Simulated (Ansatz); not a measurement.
Computed with PBE (plane waves to 420 eV, PAW; Ansatz, an electronic-structure program).

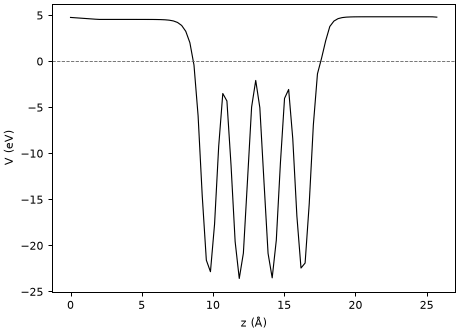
Fig. 1. Planar average of the electrostatic potential across the slab, in eV from the Fermi level, for H on the 1x1 (110) surface of bcc Mo, one in a 2x1 cell, started at the site 'bridge Mo-Mo (span 2.7 Å)'

Model: 9-atom slab, 6.5 Å thick at the start under the adsorbate (thin: gaps and levels are the slab's own), 6x12x1 mesh, Fermi-Dirac 0.1 eV, dipole correction, 4 atoms held, the rest relaxed; held to the start's symmetry, so lower structures may exist; no spin, no spin-orbit, no U, no dispersion correction. At the end it is bonded to 2 Mo. In PBE this state lies 0.09 eV over the lowest of the starts that converged ('hollow Mo-Mo-Mo').

The vacuum level lies 4.82 eV above the Fermi level over the top face and 4.54 eV above it under the bottom face.
